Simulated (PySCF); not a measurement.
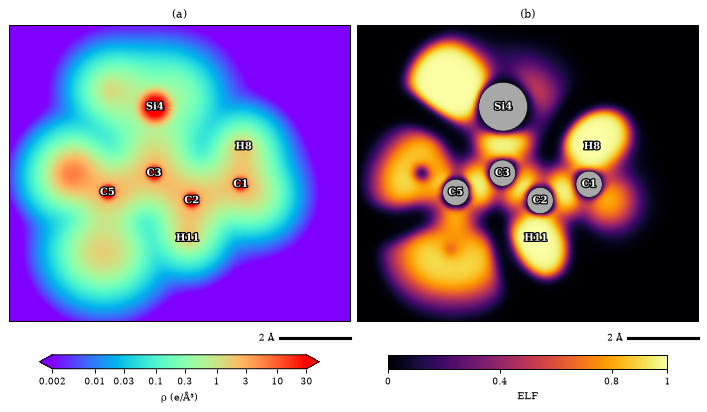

*C4H7ClOSi (SMILES C/C=C(\[SiH3])C(=O)Cl). (a) total electron density; (b) ELF on the plane of atoms Si4, C3 and C5. Grey discs cover the atomic cores in the ELF map.*

Geometry: GFN2-xTB.

Level of theory: PBE0/pcSseg-1, SCF density, gas phase, non-relativistic (PySCF).

```xyz
14

C    -1.0222   -1.6818    0.1511
C     0.3118   -1.0457    0.0526
C     0.5452    0.2694   -0.0322
Si   -0.7933    1.6243   -0.0816
C     1.8845    0.7909   -0.1922
O     2.1993    1.8344   -0.6712
Cl    3.1856   -0.2603    0.4512
H    -1.8206   -0.9486    0.2112
H    -1.1872   -2.3199   -0.7174
H    -1.0534   -2.3251    1.0305
H     1.1463   -1.7386    0.0232
H    -0.1752    2.9403   -0.0486
H    -1.6399    1.4342    1.1019
H    -1.5815    1.4260   -1.3008
```

Q: What do the fields say about this system?

A:
- Atoms in the plane: C, Si and H.
- C–C (1.34 Å): ρ is about 2.3 e/Å³ halfway; the ELF peaks at about 0.95 between the atoms; a short, multiple covalent bond.
- C–Si (1.91 Å): ρ at the midpoint is about 0.89 e/Å³; the ELF peaks at about 0.95 between the atoms; a shared electron pair.
- C–H (1.09 Å): ρ at the midpoint is about 2.1 e/Å³; the ELF climbs to about 1 towards the hydrogen, as it does in any bond to H (a covalent bond by its length).
- C–C (1.45 Å): ρ at the midpoint is about 1.9 e/Å³; the ELF peaks at about 0.95 between the atoms: localised, covalent bonding.
- The ELF also peaks beside Cl7 and O6, away from the bonds: lone-pair regions.
